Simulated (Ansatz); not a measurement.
**Ta2C monolayer: from the cell to its phonons**

The cell of Ta2C monolayer is at rest. What are its phonons? After the zone centre comes a 6×6×1 q mesh on a 18×18×1 k mesh.

Main program and level: Ansatz 0.2.0; DFT PBEsol, scalar-relativistic, plane waves, PAW.

## 1. Set-up

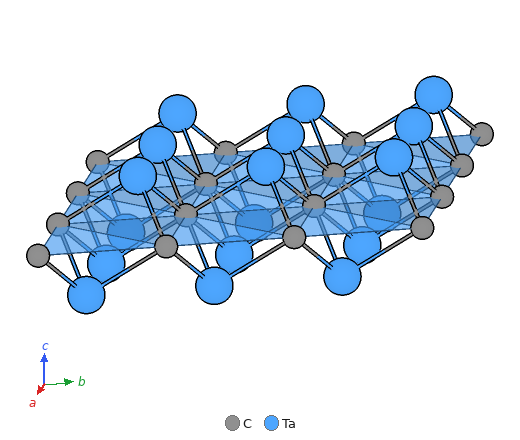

The starting structure, seen slightly off an axis (carbon grey, tantalum blue). 3×3×1 cells are drawn. Some periodic images of atoms are drawn too.

The cell holds 3 atoms: 1 C and 2 Ta. Cell: a = 3.058 Å, b = 3.058 Å, c = 28.600 Å, α = 90.0°, β = 90.0°, γ = 120.0°. Vacuum lies along c.

## 2. Zone-centre response

The cell comes from relaxations at this level that are not shown. The zone centre comes first: it holds the modes that light can see, as far as symmetry allows. No field response is asked, since the mesh shows no gap.

Contents of input.yaml:

```yaml
crystal:
  lattice:
    - [3.0575880298, 0.0, 0.0]
    - [-1.5287940149, 2.6479489081, 0.0]
    - [0.0, 0.0, 28.6]
  atoms:
    - { symbol: C, position: [0.0, 0.0, 0.3496503497] }
    - { symbol: Ta, position: [0.3333333333, 0.6666666667, 0.391754604] }
    - { symbol: Ta, position: [0.6666666667, 0.3333333333, 0.3075460953] }
  periodic: [true, true, false]
kpoints:
  mp_grid: { grid: [18, 18, 1] }
hamiltonian:
  xc: pbesol
scf:
  occupations: { method: methfessel_paxton, width: 0.15 }
output:
  eigenvalues: true
phonons:
  method: dfpt
```

Run with:

```
$ ansatz run input.yaml --threads 8 --pin off --max-ram 14336MiB --backend cpu --events-out ev --progress --plain --runs-dir out
```

Numbers of over 12 decimals in the logs are rounded to 6 here.

Log:

```text
Warning: crystal.symmetry: narrowed to the stabiliser of the run's FFT grids — unitary ops 12 → 6. A phonons.method: dfpt run fills in the rows of the dynamical matrix that it does not solve by its symmetry operations, which is exact only for operations that map its FFT grids onto themselves: filled in by any other, the frequencies could depend on the order in which like atoms are typed, or, by more than the grids' own error, on where the crystal sits among the grids' points. Excluded: 6 operations. The run can therefore solve more perturbations, solve them on more k-points, or both, and cost more. [rest of the remark cut]
Engine: ansatz 0.2.0, aarch64-unknown-linux-gnu
Pseudopotentials: kind: paw
Pseudopotential: C, paw, valence charge 4, recommended cutoff 420 eV (normal), C.paw.azcp
Pseudopotential: Ta, paw, valence charge 13, recommended cutoff 420 eV (normal), Ta.paw.azcp
Functional definition: PBEsol
  exchange = pbesol_x
  correlation = pbesol_c
Crystal: 3 atoms, lattice volume = 231.555 Å³
Basis set: ecut = 420 eV, 4499 PW (Γ), exchange–correlation on 48×48×384 points (8 copies of the dense FFT grid, shifted against one another)
Bands: 19, of which v1, the nominal top of the filled ones, is band 15 counted from 1 (14 counted from 0)
Symmetry: 12 space group operations
k-points: 91 of 324 (irreducible under 2 space group operations, time reversal used)
Non-local potential: C, projectors of the file, l = 0: 2, l = 1: 2, l = 2: 1
Non-local potential: Ta, projectors of the file, l = 0: 3, l = 1: 2, l = 2: 2, l = 3: 1
PAW form: soft (Blöchl's): semilocal exchange-correlation on the pseudo side does not see the compensation charge
PAW frozen core: C, regenerated for the run's functional, and the local potential with it (the file was generated under x = pbe(κ = 0.804, μ = 0.219515), c = pbe(β = 0.066725))
PAW frozen core: Ta, regenerated for the run's functional, and the local potential with it (the file was generated under x = pbe(κ = 0.804, μ = 0.219515), c = pbe(β = 0.066725))
PAW one-centre angular grid: C, 110 points (default); XC on 64 Gauss nodes
PAW one-centre angular grid: Ta, 590 points (default); XC on 64 Gauss nodes
Initial density: superposition of atomic densities (neutral atoms: chi_scale 0, normalization atom), corrected by the library's trained network
Initial wavefunctions: pseudopotential atomic-orbital guess
Functional: x = pbesol(κ = 0.804, μ = 0.123457), c = pbesol(β = 0.046)
SCF iter   1: F=—  HF=-19858.623929 eV  |F-HF|=—  |Δ(HF+E_count)|=         —  Δρ=4.85e-3  dr2=4.76e-2  ethr=1.77e-3  ⟨swp⟩=11.2  Hψ=14046  notcnv=0
preconditioner: auto → LDOS  [metal: Δε(μ)=0.007 eV  Ē_g=6.504 eV  σ=0.150 eV  W_gap=0.04  n_scr=16 (ndim 8)  ℏωp=9.1 eV  f_vac=0.743  D(μ)=2.21/eV (n_scr^D=10)  β→1.0]
SCF iter   2: F=—  HF=-19858.613855 eV  |F-HF|=—  |Δ(HF+E_count)|=   1.01e-2  S|Δr|=    0.00e0  Δρ=1.40e-3  dr2=3.21e-3  ethr=1.59e-4  ⟨swp⟩=3.7  Hψ=4285  notcnv=0
SCF iter   3: F=—  HF=-19858.614246 eV  |F-HF|=—  |Δ(HF+E_count)|=   3.91e-4  S|Δr|=    0.00e0  Δρ=5.26e-4  dr2=8.03e-4  ethr=1.07e-5  ⟨swp⟩=4.1  Hψ=4347  notcnv=0
SCF iter   4: F=—  HF=-19858.614163 eV  |F-HF|=—  |Δ(HF+E_count)|=   8.28e-5  S|Δr|=    0.00e0  Δρ=2.60e-4  dr2=2.34e-4  ethr=2.68e-6  ⟨swp⟩=3.3  Hψ=3229  notcnv=0
SCF iter   5: F=—  HF=-19858.614117 eV  |F-HF|=—  |Δ(HF+E_count)|=   4.60e-5  S|Δr|=    0.00e0  Δρ=8.24e-5  dr2=1.59e-5  ethr=7.79e-7  ⟨swp⟩=3.5  Hψ=3469  notcnv=0
SCF iter   6: F=—  HF=-19858.614124 eV  |F-HF|=—  |Δ(HF+E_count)|=   6.58e-6  S|Δr|=    0.00e0  Δρ=1.79e-5  dr2=1.62e-6  ethr=5.29e-8  ⟨swp⟩=3.6  Hψ=3977  notcnv=0
SCF iter   7: F=—  HF=-19858.614236 eV  |F-HF|=—  |Δ(HF+E_count)|=   1.12e-4  S|Δr|=    0.00e0  Δρ=5.07e-6  dr2=7.76e-8  ethr=5.41e-9  ⟨swp⟩=3.7  Hψ=3401  notcnv=0
SCF iter   8: F=—  HF=-19858.614236 eV  |F-HF|=—  |Δ(HF+E_count)|=   1.82e-7  S|Δr|=    0.00e0  Δρ=1.29e-6  dr2=4.88e-9  ethr=2.59e-10  ⟨swp⟩=4.0  Hψ=4119  notcnv=0
SCF iter   9: F=—  HF=-19858.614236 eV  |F-HF|=—  |Δ(HF+E_count)|=  8.19e-10  S|Δr|=    0.00e0  Δρ=2.98e-7  dr2=2.96e-10  ethr=1.63e-11  ⟨swp⟩=3.7  Hψ=4226  notcnv=0
SCF iter  10: F=—  HF=-19858.614236 eV  |F-HF|=—  |Δ(HF+E_count)|=   2.61e-9  S|Δr|=    0.00e0  Δρ=8.17e-8  dr2=2.32e-11  ethr=1.00e-12  ⟨swp⟩=3.6  Hψ=3803  notcnv=0
SCF iter  11: F=-19858.614236 eV  HF=-19858.614236 eV  |F-HF|=1.09e-11  |Δ(HF+E_count)|=  8.11e-10  S|Δr|=    0.00e0  Δρ=1.90e-8  dr2=1.17e-12  ethr=1.00e-12  ⟨swp⟩=15.9  Hψ=14706  notcnv=0
SCF 1 converged in 11 iterations: F = -19858.614236 eV  dr2 = 1.17e-12
  greatest PAW one-centre occupation: 1.000 electrons in one spin orbital (limit 2), on the Ta atom at site 2 (counted from 0), in its partial waves of l = 0
DFPT response loops at Γ: preconditioner auto → none (partly filled bands, converged f_vac=0.742); β = 0.50; Broyden in place of MSR1
SCF converged after 11 iterations
Stability not checked: this state was not tested for a lower state beside it, because cold or Methfessel-Paxton smearing, or corrected tetrahedra, fill the levels in a way that the test cannot read (fill_not_monotonic; see scf.lower_state_search)
Free energy (F): -19858.614236 eV
Harris-Foulkes:  -19858.614236 eV  (|F-HF|=1.09e-11)
Internal energy: -19858.614553 eV  (E = F + TS)
E sigma→0 (E₀):  -19858.614315 eV
Entropy (-TS):   0.000317 eV (0.106 meV/atom)
Fermi energy:    -4.869303 eV
--- Per-component energies (eV) ---
  E_band       = -896.495488
  E_kinetic    = 821.692485
  E_local      = -58989.650417  (includes V_loc(G=0)·N_el)
  E_nonlocal   = 61.494157
  E_hartree    = 28956.713860
  E_xc         = -481.080776
  E_vxc        = -466.085591  (∫ρ·V_xc dr)
  E_paw        = -16640.503956  (= ΣΔE_a)
  E_vpaw       = -237.373987  (= ΣTr[D̂ρ^β])
  E_aug_tail   = 0.000276  (compensation charges beyond the density's cutoff)
  E_ewald      = 26412.271426
  E_core_change = 0.448393  (= ΣΔE_core)
  E_smearing   = 0.000317  (= −TS)
  E_closure    = 0.000000  (closes the sum)
  Σ components = -19858.614236   (vs F -19858.614236, Δ=0.00e0)
--- Band table (eV; the first three rows and the last of 91) ---
  k-point 0: bands = [... 11 lower, -9.1296, -6.6099, -5.6820, -5.4626, -4.9409, -4.9409, -2.9984, -2.9984]
  k-point 1: bands = [... 11 lower, -9.1123, -6.5569, -5.7651, -5.3757, -5.0493, -4.8621, -3.1855, -3.0589]
  k-point 2: bands = [... 11 lower, -9.0697, -6.4656, -5.9766, -5.3838, -5.1133, -4.6346, -3.4165, -3.1310]
  k-point 90: bands = [... 11 lower, -9.4118, -6.7498, -5.9854, -5.4086, -4.2799, -2.7318, -2.3351, -1.0262]
--- Phonons (Γ-DFPT): 6 representative perturbations + reference, on 91 of 324 k-points (Σ response iterations 32) ---
  ASR residual: 2.957e-5 → 0.000e0 eV/Å²; symmetrization residual: 1.029e-5 eV/Å²
  The last average, over the group as it would stand without the narrowing to the FFT grids, took up to 1.613e-6 eV/Å² of the zone centre's force constants
  ASR residual per site (eV/Å²): 2.96e-5 1.24e-5 9.49e-6
  Γ frequencies (cm⁻¹): 0.00 0.00 0.00 124.57 124.57 203.82 619.47 681.51 681.51
  non-analytic LO–TO correction: not included (Born effective charges unavailable; polar crystals: no LO–TO splitting at Γ)
```

Elapsed: 42 s, on 8 threads of Arm Neoverse V2, shared host; peak memory 1.6 GiB.

The column dr2 measures how far the density is from self-consistency, as an energy; F and HF (Harris–Foulkes) agree once it is small.

Numbers from this step:

```
gap on the k-mesh                                       : 0 eV
sum-rule residual before enforcement                    : 2.96e-5 eV/Å²
point group                                             : -3m
area per atom                                           : 2.699 Å²
highest optical mode at the zone centre (no LO-TO term) : 681.5 cm⁻¹
lowest optical zone-centre mode                         : 124.6 cm⁻¹
```

Patterns of degenerate modes are one choice out of their space. Modes at Γ, with each element's share of the kinetic energy:

```
mode  frequency (cm⁻¹)  symmetry  C %  Ta %
   1               0.0  acoustic    3    97
   2               0.0  acoustic    3    97
   3               0.0  acoustic    3    97
   4             124.6        Eg    0   100
   5             124.6        Eg    0   100
   6             203.8       A1g    0   100
   7             619.5       A2u   97     3
   8             681.5        Eu   97     3
   9             681.5        Eu   97     3
```

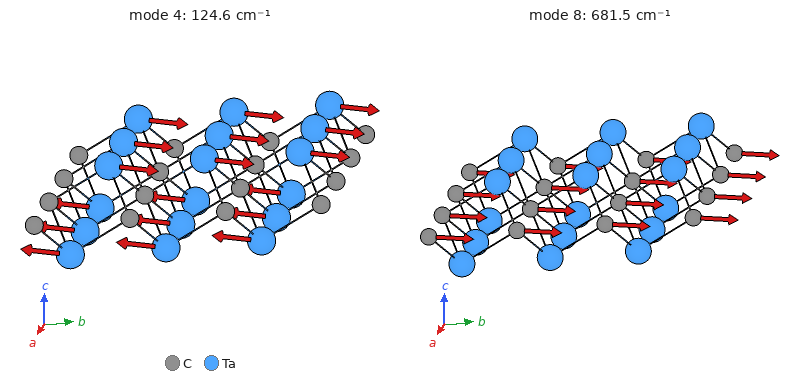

Displacement patterns of modes 4 and 8 at Γ; arrows are exaggerated. 3×3×1 cells are drawn. Some periodic images of atoms are drawn too.

Before it was imposed, the acoustic sum rule was missed by 3.0e-5 eV/Å². Small misses are needed for a sound result but don't prove that mesh and cutoff are converged. The lowest optical mode is real, 125 cm⁻¹.

## 3. The dispersion

Stability and thermal properties need the whole zone. Linear response on a 6×6×1 q mesh gives force constants as far as a supercell of that size would.

input.yaml: that of step 2 with these lines changed.

```diff
@@ -20 +20,10 @@
   method: dfpt
+  qmesh: [6, 6, 1]
+  temperatures: { t_max: 1000, t_step: 50 }
+  qpath:
+    path:
+      - [0.0, 0.0, 0.0]
+      - [0.5, 0.0, 0.0]
+      - [0.33333333, 0.33333333, 0.0]
+      - [0.0, 0.0, 0.0]
+    npoints: 10
```

Log:

```text
[...]
Crystal: 3 atoms, lattice volume = 231.555 Å³
Basis set: ecut = 420 eV, 4499 PW (Γ), exchange–correlation on 48×48×384 points (8 copies of the dense FFT grid, shifted against one another)
Bands: 19, of which v1, the nominal top of the filled ones, is band 15 counted from 1 (14 counted from 0)
Symmetry: 12 space group operations
k-points: 37 of 324 (irreducible under 6 space group operations, time reversal used)
[...]
SCF iter   1: F=—  HF=-19858.623614 eV  |F-HF|=—  |Δ(HF+E_count)|=         —  Δρ=4.85e-3  dr2=4.76e-2  ethr=1.77e-3  ⟨swp⟩=11.1  Hψ=5633  notcnv=0
[...]
SCF iter  11: F=-19858.614236 eV  HF=-19858.614236 eV  |F-HF|=2.55e-11  |Δ(HF+E_count)|=  8.84e-10  S|Δr|=    0.00e0  Δρ=1.84e-8  dr2=1.10e-12  ethr=1.00e-12  ⟨swp⟩=16.5  Hψ=6212  notcnv=0
SCF 1 converged in 11 iterations: F = -19858.614236 eV  dr2 = 1.10e-12
[...]
phonons: the bands overlap, so this run is a metal and interpolates without the dipole-dipole term. If the crystal is really an insulator or semiconductor, its LO-TO splitting is missing
NSCF: frozen V_eff on 37 k-points
WARN: eigensolver did not converge (k=6): 1 band(s) unlocked after 2 eigensolves, warm-restarted (20 sweeps on the last) at ethr=1.21e-12 eV (storage-precision floor; scheduled 1.00e-12 eV) (lowest unlocked band 18, counted from 0; max residual 4.62e-6 eV among the unlocked bands, 4.62e-6 eV over every band; other slots of this pass that fall short are told together in one closing line; warning suppressed until the next SCF loop or pass starts)
WARN: eigensolver did not converge in 7 slots of this pass, the one above among them; of largest residual over every band (k=33): 1 band(s) unlocked (lowest unlocked band 18, counted from 0; max residual 3.60e-4 eV among the unlocked bands, 3.60e-4 eV over every band); of lowest unlocked band (k=6): band 18
[...]
DFPT response loops at q = (0, 0, 0) (fractional): preconditioner auto → none (partly filled bands, converged f_vac=0.742); β = 0.50; Broyden in place of MSR1
[...]
SCF converged after 11 iterations
[...]
Free energy (F): -19858.614236 eV
[...]
Internal energy: -19858.614553 eV  (E = F + TS)
E sigma→0 (E₀):  -19858.614315 eV
Entropy (-TS):   0.000317 eV (0.106 meV/atom)
Fermi energy:    -4.869303 eV
[...]
--- Band table (eV; the first three rows and the last of 37) ---
  k-point 0: bands = [... 11 lower, -9.1296, -6.6099, -5.6820, -5.4626, -4.9409, -4.9409, -2.9984, -2.9984]
  k-point 1: bands = [... 11 lower, -9.1123, -6.5569, -5.7651, -5.3757, -5.0493, -4.8621, -3.1855, -3.0589]
  k-point 2: bands = [... 11 lower, -9.0697, -6.4656, -5.9766, -5.3838, -5.1133, -4.6346, -3.4165, -3.1310]
  k-point 36: bands = [... 11 lower, -9.1422, -5.8578, -5.7258, -5.7258, -4.3212, -2.3202, -2.3202, -1.2626]
--- Phonons (Γ-DFPT): 6 representative perturbations + reference (Σ response iterations 31) ---
  ASR residual: 2.836e-5 → 0.000e0 eV/Å²; symmetrization residual: 7.689e-6 eV/Å²
[...]
ASR residual per site (eV/Å²): 2.84e-5 1.55e-5 1.29e-5
  Γ frequencies (cm⁻¹): 0.00 0.00 0.00 124.57 124.57 203.82 619.47 681.51 681.51
--- Phonons (arbitrary-q DFPT): 7 irreducible q on the 6×6×1 mesh ---
  q = [0.0000, 0.0000, 0.0000] (star 1, of the zone-centre solve; hermiticity 7.74e-7, symmetrization 2.41e-14, taken by the last average 8.57e-8): -0.00 -0.00 -0.00 124.57 124.57 203.82 619.47 681.51 681.51
  q = [0.0000, 0.1667, 0.0000] (star 6, 9 solved perturbations on 171 of 324 k-point pairs; hermiticity 4.76e-7, symmetrization 5.56e-11, taken by the last average 8.12e-8): 34.95 59.61 106.57 126.71 133.91 197.74 632.34 682.14 699.03
[...]
q = [0.1667, 0.1667, 0.0000] (star 6, 6 solved perturbations in 1485 linear systems a pass and spin channel, the states on 324 of 324 k-point pairs; hermiticity 5.44e-7, symmetrization 7.31e-11, taken by the last average 8.86e-8): 75.74 109.05 129.88 150.39 150.76 194.74 634.65 691.09 704.26
[...]
sum rule: each row above includes the acoustic sum rule's correction from the zone centre's row sums; it moved no ω² by more than (0.80 cm⁻¹)²
  mesh force constants: q→R imaginary residual 2.16e-18; ASR residual 2.836e-5 → 0.000e0 eV/Å²; symmetrization residual 7.105e-15 eV/Å²
  interpolated dispersion: 31 rows × 9 modes
  density of states and harmonic sums: on the 24×24×1 q-mesh, interpolated from the force constants of a 6×6×1 supercell (no non-analytic term)
  largest difference from the sums on the solved wave vectors: F 2.74e-2 eV, S 3.41e-5 and C_V 6.73e-6 eV/K
  zero-point energy: 0.178019 eV/cell   skipped modes (ω ≤ 0): 3   left out of the sums: 5.79e-4 of the cell's modes: C_V's classical limit lies that fraction below 3 k_B per atom; for a crystal, a wire or a layer, F and S can be off by more, and a phonons.interpolated_qmesh denser along its periods is the remedy for the sampling
```

The job ended after 9.8 min (8 threads; peak memory 3.1 GiB).

Numbers from this step:

* sum-rule residual before enforcement: 2.84e-5 eV/Å²
* lowest frequency on the path: 0 cm⁻¹
* highest frequency on the path or at a solved wavevector: 720.4 cm⁻¹
* mean frequency: 319.1 cm⁻¹
* lowest mode on the q mesh (acoustic modes at Γ apart): 34.95 cm⁻¹
* zero-point energy per atom: 59.34 meV
* heat capacity at 300 K: 19.65 J/(mol atoms K)
* vibrational entropy at 300 K: 26.21 J/(mol atoms K)
* edges of the widest gap between branches, on path and mesh: 203.8, 614.3 cm⁻¹

Frequencies (cm⁻¹) solved at each irreducible wavevector; negative means imaginary. Frequencies by wavevector, by row:

```
q in reciprocal lattice units  star  mode 1  mode 2  mode 3  mode 4  mode 5  mode 6  mode 7  mode 8  mode 9
                        0 0 0     1       0       0       0   124.6   124.6   203.8   619.5   681.5   681.5
                   0 0.1667 0     6      35    59.6   106.6   126.7   133.9   197.7   632.3   682.1     699
                   0 0.3333 0     6    95.9     119   139.5   143.5   164.9   195.3   625.6   682.8   716.6
                     0 -0.5 0     3   115.6   145.1   147.4   149.1   173.8   197.3   614.3     705   720.4
              0.1667 0.1667 0     6    75.7     109   129.9   150.4   150.8   194.7   634.6   691.1   704.3
              0.1667 0.3333 0    12   113.4   137.3   142.3   158.7   171.9   195.3   633.8   702.4   717.5
              0.3333 0.3333 0     2   109.9   139.2   139.2   170.3   170.3   186.8   653.9   702.9   702.9
```

Interpolated from a 6×6×1 q mesh. The phonon branches at the labelled points (cm⁻¹):

```
point  branch 1  branch 2  branch 3  branch 4  branch 5  branch 6  branch 7  branch 8  branch 9
    Γ         0         0         0       125       125       204       620       682       682
    M       116       145       147       149       174       197       614       705       720
    K       110       139       139       170       170       187       654       703       703
    Γ         0         0         0       125       125       204       620       682       682
```

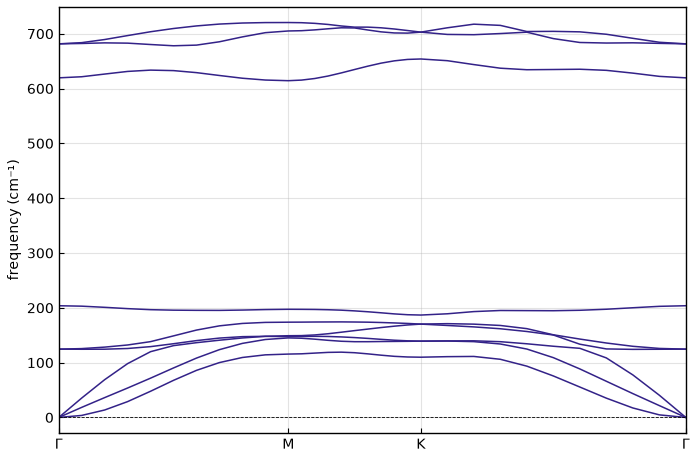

Phonon branches along the path.

The phonon density of states has structure finer than the step of the table below, so its rows give means over 25 cm⁻¹, whole bins alone (the curve runs from 5 to 725 cm⁻¹). Peaks (cm⁻¹: height): 135.0: 0.0947, 195.0: 0.0913, 635.0: 0.0493, 715.0: 0.0599.

Tetrahedra on a 24×24×1 mesh, mean over bins of 10 cm-1. Interpolated from a 6×6×1 q mesh. The phonon density of states by wavenumber; means over each step:

```
wavenumber (cm⁻¹)  phonon density of states (1/cm⁻¹/cell)
               25                                 0.00486
               50                                 0.00758
               75                                  0.0112
              100                                  0.0232
              125                                  0.0585
              150                                  0.0645
              175                                  0.0340
              200                                  0.0343
              225                                  2.5e-4
              250                                       0
              275                                       0
              300                                       0
              325                                       0
              350                                       0
              375                                       0
              400                                       0
              425                                       0
              450                                       0
              475                                       0
              500                                       0
              525                                       0
              550                                       0
              575                                       0
              600                                 0.00129
              625                                  0.0269
              650                                  0.0117
              675                                  0.0137
              700                                  0.0472
```

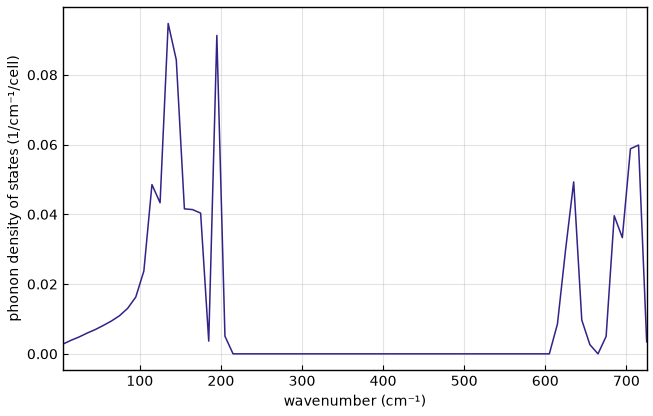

Phonon density of states against wavenumber.

(Continued in part 2 of 2.)

[Logs are printed without paths, hosts, clocks, repeated set-up lines and the standing remarks that a program may print on its own settings, such as how far it seeks lower states.]

[Hosts, paths, dates, database ids (printed as entryN), source tags and the programs' standing remarks are cut or masked in the printed files.]
